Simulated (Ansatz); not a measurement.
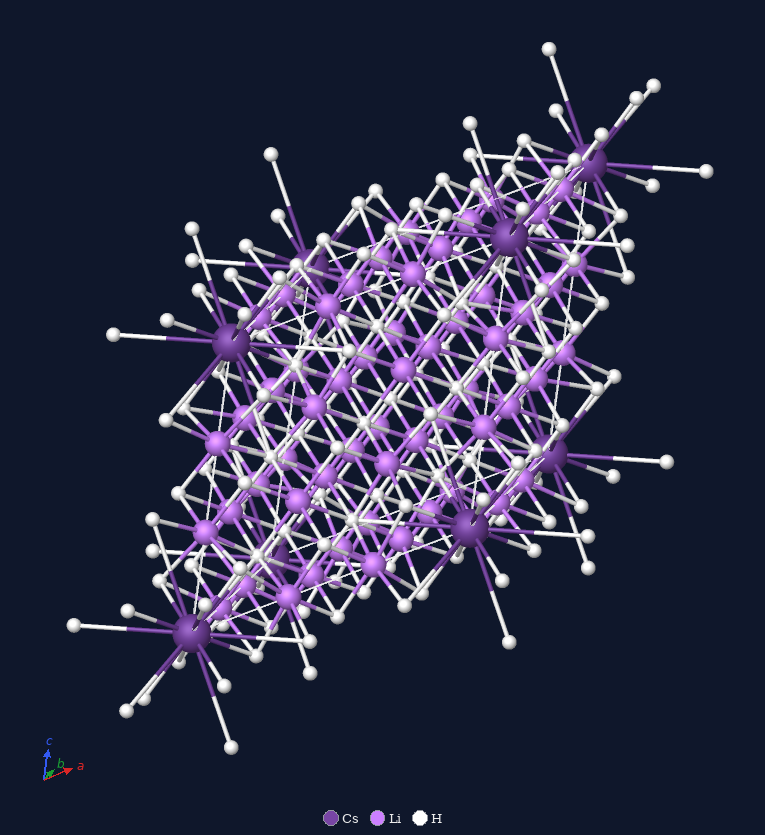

This ball-and-stick model is shown slightly off an axis. The simulation cell is drawn as a box. Some atoms of the next cells are drawn as well.

State composition, symmetry and coordination.

The structure is one of CsLi26H27. It belongs to space group Fm-3m (No. 225) and has a face-centred cubic lattice. The cell holds 54 atoms (1 Cs, 26 Li, 27 H), Z = 1.

The cell started as a structure listed in the Materials Project, repeated into a supercell with a point defect put in. The atoms were relaxed in a fixed cell with DFT, PBE, plane-wave PAW, scalar-relativistic (Ansatz).

At this level of theory the cell isn't at rest (compressed, at 4 GPa), so its distances can differ from those at equilibrium, the more so the softer the solid.
